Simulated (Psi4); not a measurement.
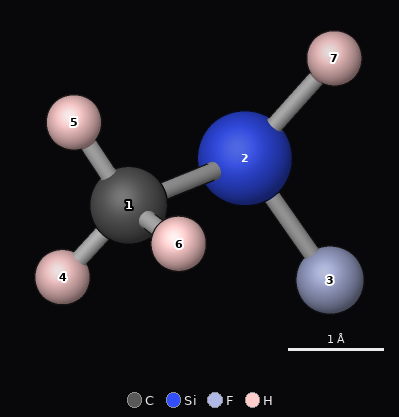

The structure as given in the input (ball-and-stick view, seen at a tilt; atoms are numbered from 1 in the order of the input). Bond lengths as drawn: C–H 1.09 Å, C–Si 1.86 Å, F–Si 1.61 Å and H–Si 1.49 Å.

## Energy and gradient calculation, with input and output: CH4FSi (charge −1)

CH4FSi, charge −1, computed with B3LYP/6-31G*, RKS (Psi4 1.11).

The geometry is that of the parent species in another charge or spin state. The geometry comes from this level: PBE0-D4/def2-TZVP.

**The input (ch4fsi.json)**
```
{
 "schema_name": "qcschema_input",
 "schema_version": 1,
 "molecule": {
  "schema_name": "qcschema_molecule",
  "schema_version": 2,
  "symbols": ["C", "Si", "F", "H", "H", "H", "H"],
  "geometry": [-1.23493602, 0.73604833, -0.56313839, 1.73363475, -1.12268629, -0.19672049, 1.21074753, -3.42569552, 1.71889488, -2.73046528, -0.39268509, -1.42504247, -0.88854922, 2.38275567, -1.76065783, -1.89104893, 1.3951848, 1.28425787, 3.80080615, 0.4270781, 0.94240642],
  "molecular_charge": -1,
  "molecular_multiplicity": 1,
  "fix_symmetry": "c1",
  "fix_com": true,
  "fix_orientation": true
 },
 "driver": "gradient",
 "model": {
  "method": "b3lyp",
  "basis": "6-31G*"
 },
 "keywords": {
  "puream": true,
  "e_convergence": 1e-09,
  "d_convergence": 1e-08,
  "scf_type": "pk",
  "dft_radial_points": 99,
  "dft_spherical_points": 590,
  "scf_properties": ["LOWDIN_CHARGES", "MULLIKEN_CHARGES", "QUADRUPOLE"]
 }
}
```

Run on 1 thread of Intel Xeon (Sapphire Rapids), 32 GiB of memory available, shared host.

Command:
```bash
psi4 --qcschema ch4fsi.json -n 1 --memory 2200MB
```

**Output**
```
Psi4 1.11 release

gradient() will perform analytic gradient computation.

   => Loading Basis Set <=

    Name: 6-31G*
    Role: ORBITAL
    Keyword: BASIS

         ---------------------------------------------------------
                                   SCF
                              RKS Reference
                        1 Threads,   2098 MiB Core
         ---------------------------------------------------------

  ==> Geometry <==

    Molecular point group: c1
    Full point group: C1

    Geometry (in Bohr), charge = -1, multiplicity = 1:

       Center              X                  Y                   Z               Mass
    ------------   -----------------  -----------------  -----------------  -----------------
         C           -1.234936020000     0.736048330000    -0.563138390000    12.000000000000
         SI           1.733634750000    -1.122686290000    -0.196720490000    27.976926534650
         F            1.210747530000    -3.425695520000     1.718894880000    18.998403162730
         H           -2.730465280000    -0.392685090000    -1.425042470000     1.007825032230
         H           -0.888549220000     2.382755670000    -1.760657830000     1.007825032230
         H           -1.891048930000     1.395184800000     1.284257870000     1.007825032230
         H            3.800806150000     0.427078100000     0.942406420000     1.007825032230

  Running in c1 symmetry.

  Rotational constants: A =      0.70466  B =      0.14094  C =      0.12443 [cm^-1]
  Rotational constants: A =  21125.29261  B =   4225.14435  C =   3730.18104 [MHz]
  Nuclear repulsion =  106.882452003914793

  Charge       = -1
  Multiplicity = 1
  Electrons    = 34
  Nalpha       = 17
  Nbeta        = 17

  ==> Algorithm <==

  SCF Algorithm Type is PK.
  DIIS enabled.
  MOM disabled.
  Fractional occupation disabled.
  Guess Type is SAD.
  Energy threshold   = 1.00e-09
  Density threshold  = 1.00e-08
  Integral threshold = 1.00e-12

  ==> Primary Basis <==

  Basis Set: 6-31G*
    Blend: 6-31G*
    Number of shells: 28
    Number of basis functions: 54
    Number of Cartesian functions: 57
    Spherical Harmonics?: true
    Max angular momentum: 2

  ==> DFT Potential <==

   => LibXC <=

    Version 7.1.2

   => Composite Functional: B3LYP <=

    B3LYP Hyb-GGA Exchange-Correlation Functional

    Deriv               =              1
    GGA                 =           TRUE
    Meta                =          FALSE

    Exchange Hybrid     =           TRUE
    MP2 Hybrid          =          FALSE

   => Exchange Functionals <=

    0.0800   Slater exchange
    0.7200         Becke 88

   => Exact (HF) Exchange <=

    0.2000               HF

   => Correlation Functionals <=

    0.1900   Vosko, Wilk & Nusair (VWN5_RPA)
    0.8100   Lee, Yang & Parr

   => LibXC Density Thresholds  <==

    XC_HYB_GGA_XC_B3LYP:  1.00E-15

   => Molecular Quadrature <=

    Radial Scheme          =       TREUTLER
    Pruning Scheme         =           NONE
    Nuclear Scheme         =       TREUTLER

    Blocking Scheme        =         OCTREE
    BS radius alpha        =              1
    Pruning alpha          =              1
    Radial Points          =             99
    Spherical Points       =            590
    Total Points           =         390462
    Total Blocks           =           2817
    Max Points             =            256
    Max Functions          =             54
    Weights Tolerance      =       1.00E-15

  ==> Integral Setup <==

  Using in-core PK algorithm.
   Calculation information:
      Number of atoms:                   7
      Number of AO shells:              28
      Number of primitives:             73
      Number of atomic orbitals:        57
      Number of basis functions:        54

      Integral cutoff                 1.00e-12
      Number of threads:                 1

  Performing in-core PK
  Using 2206710 doubles for integral storage.
  We computed 79588 shell quartets total.
  Whereas there are 82621 unique shell quartets.

  ==> DiskJK: Disk-Based J/K Matrices <==

    J tasked:                  Yes
    K tasked:                  Yes
    wK tasked:                  No
    Memory [MiB]:             1043
    Schwarz Cutoff:          1E-12

  Cached 100.0% of DFT collocation blocks in 0.518 [GiB].

  Minimum eigenvalue in the overlap matrix is 2.1221558564E-02.
  Reciprocal condition number of the overlap matrix is 4.5348196135E-03.
    Using symmetric orthogonalization.

  ==> Pre-Iterations <==

  SCF Guess: Superposition of Atomic Densities via on-the-fly atomic UHF (no occupation information).

   -------------------------
    Irrep   Nso     Nmo
   -------------------------
     A         54      54
   -------------------------
    Total      54      54
   -------------------------

  ==> Iterations <==

                        Total Energy        Delta E     RMS |[F,P]|

   @RKS iter SAD:  -429.29275385325309   -4.29293e+02   0.00000e+00
   @RKS iter   1:  -429.53335645620831   -2.40603e-01   1.42581e-02 ADIIS/DIIS
   @RKS iter   2:  -429.42365263183666    1.09704e-01   1.65404e-02 ADIIS/DIIS
   @RKS iter   3:  -429.84984741596156   -4.26195e-01   1.09966e-03 ADIIS/DIIS
   @RKS iter   4:  -429.85200969254430   -2.16228e-03   4.77357e-04 ADIIS/DIIS
   @RKS iter   5:  -429.85229406404369   -2.84371e-04   2.02804e-04 ADIIS/DIIS
   @RKS iter   6:  -429.85234816898276   -5.41049e-05   2.22294e-05 DIIS
   @RKS iter   7:  -429.85234889105840   -7.22076e-07   4.68114e-06 DIIS
   @RKS iter   8:  -429.85234893077859   -3.97202e-08   7.43714e-07 DIIS
   @RKS iter   9:  -429.85234893191642   -1.13783e-09   1.57897e-07 DIIS
   @RKS iter  10:  -429.85234893196980   -5.33760e-11   2.54484e-08 DIIS
   @RKS iter  11:  -429.85234893197111   -1.30740e-12   4.28753e-09 DIIS
  Energy and wave function converged.

  ==> Post-Iterations <==

   Electrons on quadrature grid:
      Ntotal   =   33.9999979506 ; deviation = -2.049e-06

    Orbital Energies [Eh]
    ---------------------

    Doubly Occupied:

       1A    -65.862325     2A    -24.426188     3A     -9.961523
       4A     -5.019235     5A     -3.379804     6A     -3.377010
       7A     -3.373650     8A     -0.927488     9A     -0.501378
      10A     -0.285130    11A     -0.222966    12A     -0.216067
      13A     -0.186813    14A     -0.186125    15A     -0.169293
      16A     -0.093193    17A      0.093589

    Virtual:

      18A      0.256716    19A      0.264385    20A      0.324805
      21A      0.329352    22A      0.342552    23A      0.370017
      24A      0.435605    25A      0.494515    26A      0.536939
      27A      0.584833    28A      0.735399    29A      0.749330
      30A      0.765754    31A      0.907684    32A      0.971619
      33A      0.977240    34A      1.001322    35A      1.071397
      36A      1.084011    37A      1.129105    38A      1.221108
      39A      1.344925    40A      1.380605    41A      1.522004
      42A      1.533022    43A      1.548446    44A      1.909664
      45A      1.932348    46A      2.022910    47A      2.081321
      48A      2.086389    49A      2.241775    50A      2.271283
      51A      2.397172    52A      2.455993    53A      2.461235
      54A      3.070182

    Final Occupation by Irrep:
              A
    DOCC [    17 ]
    NA   [    17 ]
    NB   [    17 ]

  @RKS Final Energy:  -429.85234893197111

   => Energetics <=

    Nuclear Repulsion Energy =            106.8824520039147927
    One-Electron Energy =                -814.9799043402124425
    Two-Electron Energy =                 309.4414916019356383
    DFT Exchange-Correlation Energy =     -31.1963881976090391
    Empirical Dispersion Energy =           0.0000000000000000
    VV10 Nonlocal Energy =                  0.0000000000000000
    Total Energy =                       -429.8523489319711075

Computation Completed

Properties will be evaluated at   0.000000,   0.000000,   0.000000 [a0]

Properties computed using the SCF density matrix

 Multipole Moments:

 ------------------------------------------------------------------------------------
     Multipole            Electronic (a.u.)      Nuclear  (a.u.)        Total (a.u.)
 ------------------------------------------------------------------------------------

 L = 1.  Multiply by 2.5417464519 to convert [e a0] to [Debye]
 Dipole X            :        -27.9698656           26.0487409           -1.9211247
 Dipole Y            :         40.0286662          -38.3202443            1.7084219
 Dipole Z            :         -7.7664150            8.3781007            0.6116857
 Magnitude           :                                                    2.6426473

 L = 2.  Multiply by 1.3450342976 to convert [e a0^2] to [Debye ang]
 Quadrupole XX       :       -118.4004664           90.6875941          -27.7128723
 Quadrupole XY       :         76.0063309          -72.0914029            3.9149280
 Quadrupole XZ       :        -22.8714104           24.7371580            1.8657476
 Quadrupole YY       :       -161.6897124          134.4757166          -27.2139958
 Quadrupole YZ       :         52.7007038          -53.8320676           -1.1313638
 Quadrupole ZZ       :        -62.2827415           36.7040410          -25.5787004
 Traceless XX        :         -4.2761596            3.3984769           -0.8776828
 Traceless YY        :        -47.5654056           47.1865993           -0.3788063
 Traceless ZZ        :         51.8415653          -50.5850762            1.2564891

 ------------------------------------------------------------------------------------
  Mulliken Charges: (a.u.)
   Center  Symbol    Alpha    Beta     Spin     Total
       1     C     3.30621  3.30621  0.00000 -0.61241
       2    SI     7.00055  7.00055  0.00000 -0.00111
       3     F     4.73531  4.73531  0.00000 -0.47063
       4     H     0.44446  0.44446  0.00000  0.11109
       5     H     0.45012  0.45012  0.00000  0.09977
       6     H     0.46158  0.46158  0.00000  0.07684
       7     H     0.60178  0.60178  0.00000 -0.20355

   Total alpha = 17.00000, Total beta = 17.00000, Total charge = -1.00000

  Lowdin Charges: (a.u.)
   Center  Symbol    Alpha    Beta     Spin     Total
       1     C     3.30198  3.30198  0.00000 -0.60396
       2    SI     7.11346  7.11346  0.00000 -0.22691
       3     F     4.67292  4.67292  0.00000 -0.34584
       4     H     0.44250  0.44250  0.00000  0.11500
       5     H     0.44133  0.44133  0.00000  0.11734
       6     H     0.45952  0.45952  0.00000  0.08097
       7     H     0.56830  0.56830  0.00000 -0.13660

  Total alpha = 17.00000, Total beta = 17.00000, Total charge = -1.00000

	total time  =          7 seconds =       0.12 minutes

         ------------------------------------------------------------
                                   SCF GRAD
         ------------------------------------------------------------

  ==> Geometry <==

    Molecular point group: c1
    Full point group: C1

    Geometry (in Bohr), charge = -1, multiplicity = 1:

       Center              X                  Y                   Z               Mass
    ------------   -----------------  -----------------  -----------------  -----------------
         C           -1.234936020000     0.736048330000    -0.563138390000    12.000000000000
         SI           1.733634750000    -1.122686290000    -0.196720490000    27.976926534650
         F            1.210747530000    -3.425695520000     1.718894880000    18.998403162730
         H           -2.730465280000    -0.392685090000    -1.425042470000     1.007825032230
         H           -0.888549220000     2.382755670000    -1.760657830000     1.007825032230
         H           -1.891048930000     1.395184800000     1.284257870000     1.007825032230
         H            3.800806150000     0.427078100000     0.942406420000     1.007825032230

  Nuclear repulsion =  106.882452003914793

  ==> Basis Set <==

  Basis Set: 6-31G*
    Blend: 6-31G*
    Number of shells: 28
    Number of basis functions: 54
    Number of Cartesian functions: 57
    Spherical Harmonics?: true
    Max angular momentum: 2

  ==> DirectJKGrad: Integral-Direct SCF Gradients <==

    Gradient:                    1
    J tasked:                  Yes
    K tasked:                  Yes
    wK tasked:                  No
    Integrals threads:           1
    Schwarz Cutoff:          1E-12

  ==> DFT Potential <==

   => LibXC <=

    Version 7.1.2

   => Composite Functional: B3LYP <=

    B3LYP Hyb-GGA Exchange-Correlation Functional

    Deriv               =              1
    GGA                 =           TRUE
    Meta                =          FALSE

    Exchange Hybrid     =           TRUE
    MP2 Hybrid          =          FALSE

   => Exchange Functionals <=

    0.0800   Slater exchange
    0.7200         Becke 88

   => Exact (HF) Exchange <=

    0.2000               HF

   => Correlation Functionals <=

    0.1900   Vosko, Wilk & Nusair (VWN5_RPA)
    0.8100   Lee, Yang & Parr

   => LibXC Density Thresholds  <==

    XC_HYB_GGA_XC_B3LYP:  1.00E-15

   => Molecular Quadrature <=

    Radial Scheme          =       TREUTLER
    Pruning Scheme         =           NONE
    Nuclear Scheme         =       TREUTLER

    Blocking Scheme        =         OCTREE
    BS radius alpha        =              1
    Pruning alpha          =              1
    Radial Points          =             99
    Spherical Points       =            590
    Total Points           =         390462
    Total Blocks           =           2817
    Max Points             =            256
    Max Functions          =             54
    Weights Tolerance      =       1.00E-15

  -Total Gradient:
     Atom            X                  Y                   Z
    ------   -----------------  -----------------  -----------------
       1        0.011721684761    -0.015990320044    -0.026037968602
       2       -0.043414927988     0.019139246425     0.095322785474
       3        0.015212560150     0.024107939311    -0.045280231077
       4        0.000503070019     0.002249971531     0.001477026297
       5       -0.001215396493    -0.002149874528     0.002066575264
       6        0.014735706233    -0.008780671059    -0.003272890230
       7        0.002485802060    -0.018580815377    -0.024239439644

	total time  =          2 seconds =       0.03 minutes

    Psi4 run time: 0:00:09.85
```

**File result.json**
```
{
 "driver": "gradient",
 "model": {
  "method": "b3lyp",
  "basis": "6-31G*"
 },
 "success": true,
 "return_result": [0.011721684761477079, -0.015990320043787608, -0.02603796860244567, -0.043414927987969004, 0.01913924642517023, 0.09532278547409047, 0.015212560149906622, 0.024107939311070775, -0.045280231077440794, 0.0005030700186995363, 0.0022499715306743967, 0.0014770262966850856, -0.0012153964927439295, -0.002149874528062562, 0.002066575263902401, 0.014735706232822027, -0.008780671059250414, -0.003272890230185621, 0.0024858020596089103, -0.018580815376952366, -0.02423943964417769],
 "properties": {
  "calcinfo_nbasis": 54,
  "calcinfo_nmo": 54,
  "calcinfo_nalpha": 17,
  "calcinfo_nbeta": 17,
  "calcinfo_natom": 7,
  "nuclear_repulsion_energy": 106.88245200391479,
  "return_energy": -429.8523489319711,
  "return_gradient": [0.011721684761477079, -0.015990320043787608, -0.02603796860244567, -0.043414927987969004, 0.01913924642517023, 0.09532278547409047, 0.015212560149906622, 0.024107939311070775, -0.045280231077440794, 0.0005030700186995363, 0.0022499715306743967, 0.0014770262966850856, -0.0012153964927439295, -0.002149874528062562, 0.002066575263902401, 0.014735706232822027, -0.008780671059250414, -0.003272890230185621, 0.0024858020596089103, -0.018580815376952366, -0.02423943964417769],
  "scf_one_electron_energy": -814.9799043402124,
  "scf_two_electron_energy": 309.44149160193564,
  "scf_xc_energy": -31.19638819760904,
  "scf_dipole_moment": [-1.9211246809808777, 1.708421882605002, 0.6116856711834604],
  "scf_total_energy": -429.8523489319711,
  "scf_total_gradient": [0.011721684761477079, -0.015990320043787608, -0.02603796860244567, -0.043414927987969004, 0.01913924642517023, 0.09532278547409047, 0.015212560149906622, 0.024107939311070775, -0.045280231077440794, 0.0005030700186995363, 0.0022499715306743967, 0.0014770262966850856, -0.0012153964927439295, -0.002149874528062562, 0.002066575263902401, 0.014735706232822027, -0.008780671059250414, -0.003272890230185621, 0.0024858020596089103, -0.018580815376952366, -0.02423943964417769],
  "scf_iterations": 11
 }
}
```

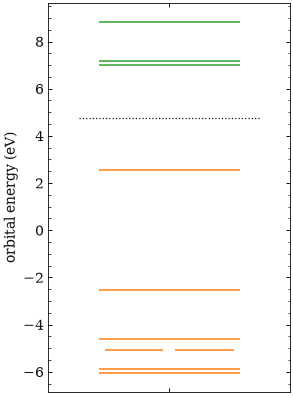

Orbital energies near the frontier; the dotted line parts filled from empty levels, and levels within 0.02 eV of each other stand side by side. Highest filled 2.55 eV, lowest empty 6.99 eV, 4.44 eV apart.

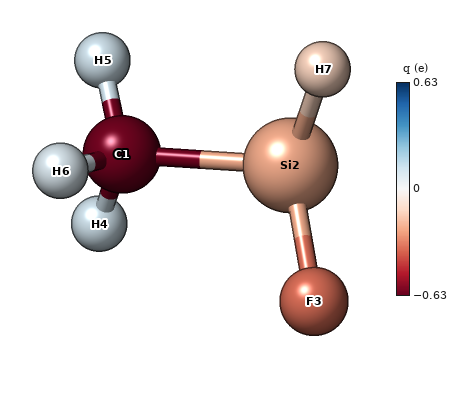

Löwdin charges, as the colour of each atom (ball-and-stick view, seen at a tilt; atoms are numbered from 1 in the order of the input). By element: C −0.60, Si −0.23, F −0.35 and H −0.14 to +0.12 e.

**Summary**

```csv
quantity,value
outcome,converged
total energy,−429.852349 hartree
basis functions,54
largest force,5.475 eV/Å
HOMO,2.55 eV
LUMO,6.99 eV
wall time,11 s
peak memory,0.78 GiB
```

**Notes**

Further notes kept with the run: unbound anion.
